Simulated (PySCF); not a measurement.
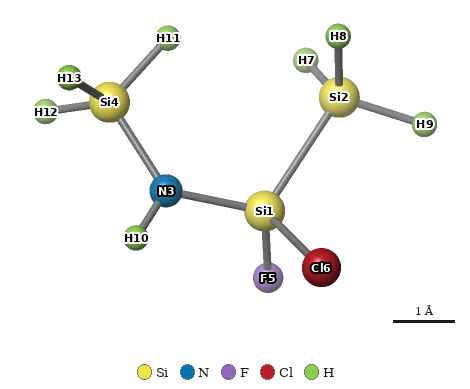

*The input geometry (ball-and-stick view, seen at a tilt; atoms are numbered from 1 in the order of the input).*

**Si3NH7ClF: excited-state calculation**

Si3NH7ClF, SMILES F[Si]([SiH3])(Cl)N[SiH3], computed with TDDFT CAM-B3LYP/def2-SVPD, vertical, gas phase, core orbitals frozen in the response (PySCF 2.14.0).

The geometry comes from this level: PBE0-D3(BJ)/def2-SVP.

**Output**
```
coarse grid: 12984 points
cycle   1  E = -1486.8422654091  dE =  1.987e-01  |g| = 6.499e-01  |ddm| = 4.405e+00
cycle   2  E = -1486.8208779102  dE =  2.139e-02  |g| = 8.006e-01  |ddm| = 1.620e+00
cycle   3  E = -1486.9328986097  dE = -1.120e-01  |g| = 6.952e-02  |ddm| = 7.028e-01
cycle   4  E = -1486.9337960227  dE = -8.974e-04  |g| = 3.032e-02  |ddm| = 1.408e-01
cycle   5  E = -1486.9339995620  dE = -2.035e-04  |g| = 8.277e-03  |ddm| = 4.889e-02
cycle   6  E = -1486.9340142394  dE = -1.468e-05  |g| = 2.841e-03  |ddm| = 1.246e-02
cycle   7  E = -1486.9340162498  dE = -2.010e-06  |g| = 5.037e-04  |ddm| = 4.320e-03
final grid: 107728 points
cycle   8  E = -1487.1060320586  dE = -8.513e-06  |g| = 2.061e-03  |ddm| = 3.035e-02
cycle   9  E = -1487.1060318348  dE =  2.238e-07  |g| = 2.412e-03  |ddm| = 5.409e-03
cycle  10  E = -1487.1060330027  dE = -1.168e-06  |g| = 2.484e-04  |ddm| = 2.205e-03
cycle  11  E = -1487.1060330160  dE = -1.338e-08  |g| = 7.286e-05  |ddm| = 4.328e-04
cycle  12  E = -1487.1060330175  dE = -1.485e-09  |g| = 2.339e-05  |ddm| = 1.871e-04
cycle  13  E = -1487.1060330176  dE = -1.132e-10  |g| = 7.575e-06  |ddm| = 3.591e-05
```

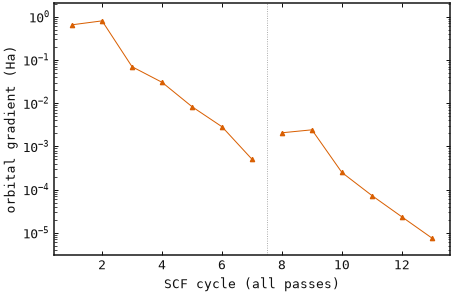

*Convergence of the self-consistent field: orbital gradient against the SCF cycle. The dotted line marks the change from a coarse to the final integration grid.*

The first 7 cycles use a coarse grid, the final grid takes over at cycle 8, and the field converges after 13 cycles in all.

```
converged SCF energy = -1487.1060330176

Static polarisability (au): isotropic 101.243, principal 86.790 105.089 111.849

Singlet excitations
state   eV       nm        f      main configurations
  1   6.7562    183.5   0.00293   H->L 0.92
  2   7.4409    166.6   0.02014   H->L+1 0.28, H->L+2 0.21, H-1->L 0.15
  3   7.5483    164.3   0.05308   H-1->L+2 0.56, H->L+3 0.11, H->L+1 0.09
  4   7.5771    163.6   0.11476   H-1->L 0.29, H-1->L+1 0.23, H->L+2 0.15
  5   7.6541    162.0   0.01128   H->L+2 0.40, H-1->L+2 0.21, H->L+3 0.17
  6   7.9181    156.6   0.02996   H->L+3 0.35, H->L+1 0.28, H->L+4 0.10

Triplet excitations (Tamm-Dancoff, eV): 6.4000 6.5070
Vertical ionisation energy (delta-SCF) = 10.2617 eV
```

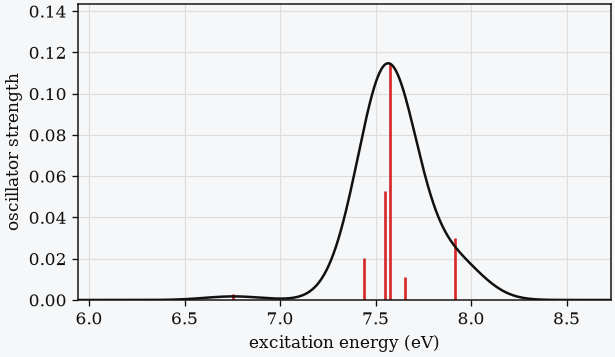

*Computed excitations as sticks (degenerate states added up, dark ones marked on the axis), with a Gaussian envelope of 0.35 eV full width at half maximum, scaled to the tallest.*

Of the 6 states the lowest lies at 6.76 eV (f = 0.003); the strongest line is at 7.58 eV, or 164 nm (f = 0.115).

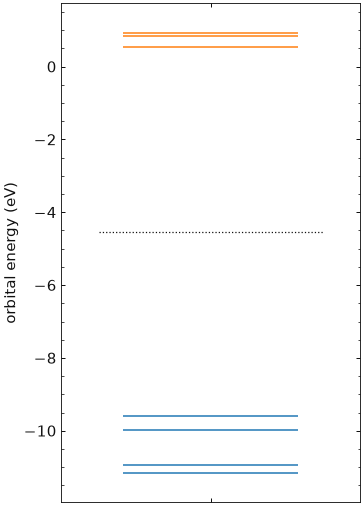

*Orbital energies near the frontier; the dotted line parts filled from empty levels, and levels within 0.02 eV of each other stand side by side.*

Highest filled −9.61 eV, lowest empty 0.54 eV, 10.15 eV apart.

This output came from the following input.

**The input**
```
{"job": {"kind": "uv", "xc": "CAM-B3LYP", "basis": "def2-SVPD", "nstates": 6, "ntriplets": 2, "ip": true}, "charge": 0, "multiplicity": 1}
Si    -0.653053    -1.389045    -0.518087
Si    -1.859905     0.605424    -0.603264
N      1.020879    -1.190061    -0.206934
Si     1.890746     0.232016     0.320450
F     -1.322835    -2.365489     0.596778
Cl    -0.892958    -2.415535    -2.298677
H     -1.845747     1.297713     0.719903
H     -1.274113     1.498273    -1.646639
H     -3.265034     0.261921    -0.972120
H      1.582128    -2.031586    -0.333718
H      0.940072     1.377870     0.219492
H      2.369731     0.120575     1.731340
H      3.074322     0.476509    -0.556229
```

The first line tells a small driver script what to run in PySCF; the rest is the geometry in Å.

Launched with:
```bash
OMP_NUM_THREADS=1 python <driver script> task.json out
```

**Results in brief**

- outcome: converged
- total energy: −1487.106033 hartree
- HOMO: −9.61 eV
- LUMO: 0.54 eV
- dipole moment: 2.20 D
- mean polarisability: 101.24 a.u.
- vertical ionisation energy: 10.26 eV
- lowest singlet excitation: 6.76 eV
- hardware: 1 CPU thread, shared host
- wall time: 2.4 min
- peak memory: 1.1 GiB
